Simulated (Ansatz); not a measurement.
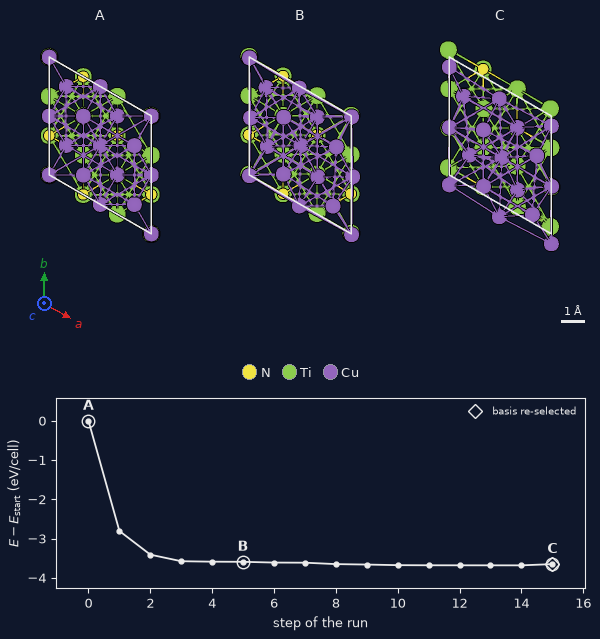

Frames of a relaxation of an interface cell of composition Ti$_{3}$Cu$_{4}$N$_{3}$, marked on the history of the run. A ball-and-stick model of the cell of the calculation, seen along the c axis.

Case: film shifted by (0, 0) in the plane.

Theory: Ansatz, DFT PBE, scalar-relativistic, plane waves, PAW. Settings: plane-wave cutoff 420 eV; k-point mesh 9 × 9 × 2; occupations gaussian; smearing width 0.1 eV; no spin polarisation; cell relaxed at fixed a, b, gamma, alpha, beta; force threshold 0.02 eV/Å; at most 70 steps.

Describe the path.

The atom that moves furthest relative to the cell is a Cu atom (0.72 Å roughly along [1 −3 −1]). By element the largest moves are Cu 0.72 Å, Ti 0.43 Å, N 0.42 Å. Cell: a = b unchanged at 5.201 Å, c 15.165 → 14.110 Å (−7.0 %). Volume −7.0 %. Some distances before and after: Cu–Ti 3.970 → 2.797 Å, Cu–Ti 4.245 → 3.163 Å, Cu–Ti 4.245 → 3.184 Å, Cu–Ti 3.355 → 2.531 Å. New bonds form: Cu–Ti (3.35 → 2.53 Å), Cu–Ti (3.35 → 2.78 Å), Cu–Ti (3.35 → 2.79 Å), Cu–Ti (3.97 → 2.80 Å). Among the angles between lasting bonds that change: Ti–N–Cu 133.8° → 104.7°, Ti–N–Cu 100.4° → 78.4°, Ti–N–Cu 134.3° → 145.7°. Over 14 accepted moves (15 points after the start) the energy falls by 3.649 eV per cell of the calculation. The largest force component goes from 3.7 to 0.011 eV/Å. The pressure goes from −7.37 to 0.52 GPa. The SCF was repeated once at an unchanged geometry on a basis and grid sized afresh for the cell, which shifted the energy by 31.4 meV per cell of the calculation at most. From step 0 to 5: Cu atoms move most (0.36 Å), volume −6.8 %, energy −3.590 eV per cell of the calculation. From step 5 to 15: Cu atoms move most (0.61 Å), volume −0.2 %, energy −58.5 meV per cell of the calculation.

Limits of the set-up: the cell has an odd number of electrons but was run without spin polarisation.
